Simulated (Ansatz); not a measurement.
Consider MgS in the rock salt structure (space group Fm-3m, No. 225; a = 5.182 Å). Axes: x, y, z lie along the cube axes.

Modification: compressive biaxial strain of 4.71 % in the plane normal to [001], as in epitaxy on a mismatched substrate; the out-of-plane cell vector and the atoms relax.

The values are results of Kohn–Sham DFT with the PBEsol functional, run in Ansatz (an electronic-structure program) with PAW and 420 eV plane waves, spin-orbit coupling left out, not measurements.

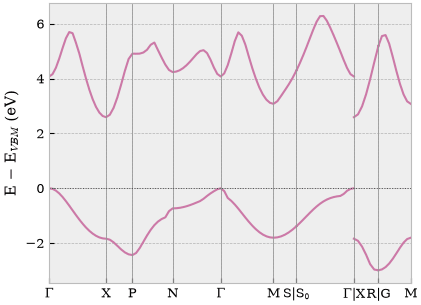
*Highest valence and lowest conduction band along the path of the changed cell's own zone*

Task: Read the changed gap and its character from the plot.

Result: About 2.6 eV, indirect, Γ → X.

Gaps are read on the SCF mesh and a high-symmetry path. No phonon test of stability was made. k-point labels follow each cell's own Brillouin zone.
